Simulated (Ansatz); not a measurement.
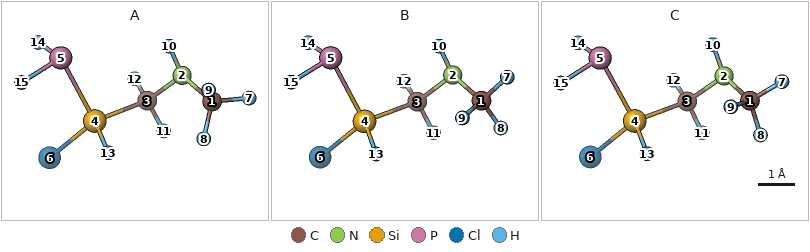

3 geometries from a converged minimum-energy path of C$_{2}$H$_{9}$ClNPSi, shuffled. The picture is a ball-and-stick view, seen from a free direction.

Theory: RKS BHLYP/def2-SVP (Ansatz 0.2.0). Run with 5 movable images; climbing image; force threshold 0.05 eV/Å; iteration limit 41; starting path by image-dependent pair potential.

Which frame is the top of the path?

A. In order along the path, whose images run from 0 to 6: A (image 3, +2.48 kcal/mol), C (image 5, +0.36 kcal/mol), B (image 6, 0.00 kcal/mol). The motion is a rotation about the C1–N2 bond by about 120°. No bond forms or breaks between the ends. Among the angles between lasting bonds that change up to the highest image: N2–C1–H8 115.3° → 111.3°, N2–C3–Si4 117.3° → 114.7°.
